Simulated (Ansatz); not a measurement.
Converging the k-point mesh at a smearing width of 0.05 eV: NiTe2 (P3m1, 3 atoms in the cell)

```xyz
3
Lattice="3.8867 0.0000 0.0000 -1.9434 3.3660 0.0000 0.0000 0.0000 5.3887" Properties=species:S:1:pos:R:3 pbc="T T T"
Ni     0.0000     0.0000     0.0500
Te     0.0000     2.2440     1.3036
Te     1.9434     1.1220     4.0850
```

Method of the run: PBEsol, default PAW files made with PBE (plane waves; Ansatz, an electronic-structure program).

Base settings: basis.ecutwfc = 420 eV; kpoints.mp_grid.grid = 10 10 6; hamiltonian.xc = pbesol; hamiltonian.pseudopotentials = {kind: paw} (the program's default PAW files); scf.occupations.method = gaussian; scf.occupations.width = 0.1 eV.

In this ladder: scf.occupations.width = 0.05 eV.

The second cell is the first with its lattice scaled by 0.98.

Only quantities that move along the ladder and can be compared are tabulated.

The count of work is k-points × plane waves × bands × iterations; it is no time. Core times come from one kind of shared machine, to one figure; runs under 30 s give none.

The starting cell comes from a database of computed structures (which also holds hypothetical and non-ambient phases and stackings), without a prior relaxation at this level. Its lattice was rescaled by up to half a per cent. One atom was moved a little off its site on purpose. Spin polarisation is off, so a magnetic state, if there is one, cannot be reached. In the base run, with a pressure of about -4 GPa the cell is away from its equilibrium volume at this level. Ansatz's pressure includes its estimate of the finite-basis (Pulay) stress.

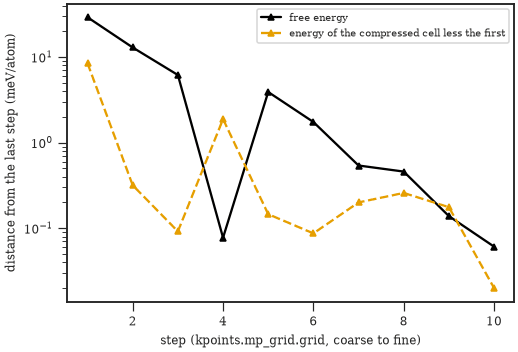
Figure. Distance from the last step along the ladder; very small values are drawn at a floor.

```csv
kpoints.mp_grid.grid,free energy less the last step's (meV/atom),energy of the compressed cell less the first (meV/atom),pressure (GPa),largest difference of a force vector from the last step's (eV/Å),count of work / last,core time / last (rough)
4 4 2,29.14,-5.67,-3.11,0.032,0.017,–
4 4 3,-12.93,-13.80,-3.97,0.082,0.014,–
5 5 3,6.17,-14.03,-3.98,0.075,0.014,–
6 6 4,0.08,-16.00,-4.15,0.041,0.041,–
7 7 5,-3.90,-13.97,-3.97,0.007,0.042,–
9 9 6,1.74,-14.21,-3.96,0.005,0.094,–
11 11 7,-0.54,-14.32,-3.98,0.003,0.14,–
13 13 8,-0.46,-13.86,-3.93,0.006,0.19,–
16 16 10,-0.14,-13.94,-3.94,0.008,0.35,0.4
19 19 12,0.06,-14.10,-3.95,0.003,0.57,0.6
23 23 15,0.00,-14.12,-3.95,0.000,1.0,1
```

Coarsest kpoints.mp_grid.grid that holds the energy of the compressed cell less the first within 1 meV/atom of the last step, with all finer ones: 7 7 5, at 0.042 of the last step's count of work; the step before is off by 1.9 meV/atom.

Coarsest kpoints.mp_grid.grid that holds the forces within 0.02 eV/Å of the last step, with all finer ones: 7 7 5, at 0.042 of the last step's count of work; the step before is off by 0.041 eV/Å.

Coarsest kpoints.mp_grid.grid that holds the free energy within 0.5 meV/atom of the last step, with all finer ones: 13 13 8, at 0.19 of the last step's count of work; the step before is off by 0.54 meV/atom.

The energy difference between the two cells stays within 1 meV/atom of the last step's from 7 7 5 on, the total only from 11 11 7 on: much of the error is common to both cells and cancels.

Keys are those of Ansatz 0.2.
